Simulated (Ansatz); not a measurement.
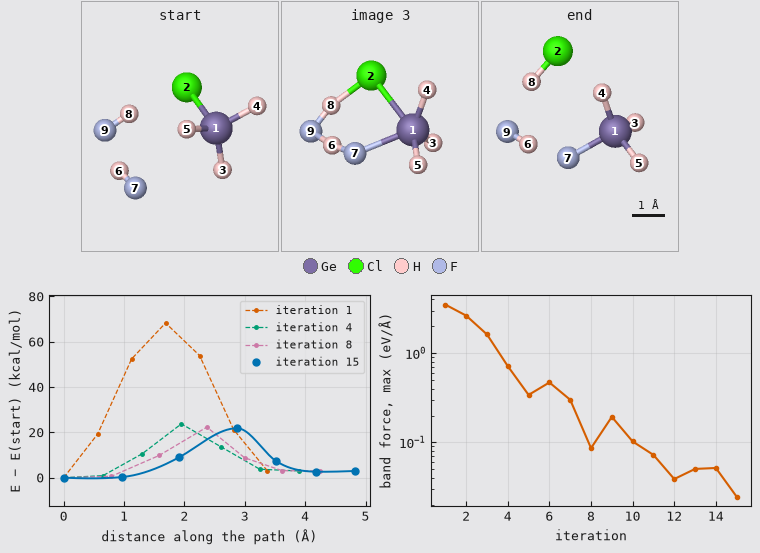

NEB run on GeH5ClF2. Images are numbered from 0 (start) to 6 (end). The plot follows the band through its iterations. Style: ball-and-stick. Shown at a tilt.

These are results of Ansatz 0.2.0, RKS PBE0-D4/def2-SVP, not measurements.

Input file:
```yaml
crystal:
  periodic: [false, false, false]
  atoms:
    - {symbol: Ge, position_ang: [-0.896429, -1.230985, -0.043014]}
    - {symbol: Cl, position_ang: [0.235890, -0.619818, 1.739742]}
    - {symbol: H, position_ang: [0.143329, -1.580469, -1.101273]}
    - {symbol: H, position_ang: [-1.681310, -2.451429, 0.446704]}
    - {symbol: H, position_ang: [-1.795691, -0.050242, -0.391028]}
    - {symbol: H, position_ang: [0.915130, 1.643040, -0.872854]}
    - {symbol: F, position_ang: [0.485437, 1.256618, -1.609911]}
    - {symbol: H, position_ang: [1.129821, 1.135757, 1.139265]}
    - {symbol: F, position_ang: [1.463822, 1.897527, 0.692370]}
basis:
  gaussian: {orbitals: def2-SVP}
hamiltonian: {xc: pbe0, dispersion: d4}
neb:
  images: 5
  climbing: true
  max_iterations: 40
  initial_path: idpp
  final_atoms:
    - {symbol: Ge, position_ang: [-0.987834, -0.883896, -0.789128]}
    - {symbol: Cl, position_ang: [1.367508, -0.514860, 2.172544]}
    - {symbol: H, position_ang: [0.254657, -1.767291, -0.864582]}
    - {symbol: H, position_ang: [-1.686478, -0.877475, 0.567966]}
    - {symbol: H, position_ang: [-1.942158, -1.059592, -1.973106]}
    - {symbol: H, position_ang: [0.642204, 1.652290, -0.156432]}
    - {symbol: F, position_ang: [-0.385860, 0.776192, -1.004576]}
    - {symbol: H, position_ang: [1.476503, 0.644421, 1.599840]}
    - {symbol: F, position_ang: [1.261457, 2.030211, 0.447472]}
```

Launched with:
```bash
ansatz run in.yaml --threads 8 --pin off --events-out ev --progress --plain --max-ram 19148MiB
```

**How did the profile develop, and is the result final?**

The run is converged, with reservations. The band converged in 15 iterations. The largest component of the band force went from 3.5 to 0.025 eV/Å. The climbing image converged on the top of the path. Its curvatures weren't checked. The largest force component is 0.15 eV/Å at the start and 0.26 eV/Å at the end; an end with forces this large is no minimum, and the barrier measured from it can be far off. The first iteration put the highest image at 68.3 kcal/mol. Forward barrier 21.8 kcal/mol, backward barrier 18.9 kcal/mol, with image 3 at the top; the reaction energy is +3.0 kcal/mol.

The run took 81 s on 8 threads of Arm Neoverse V2, on a shared host.
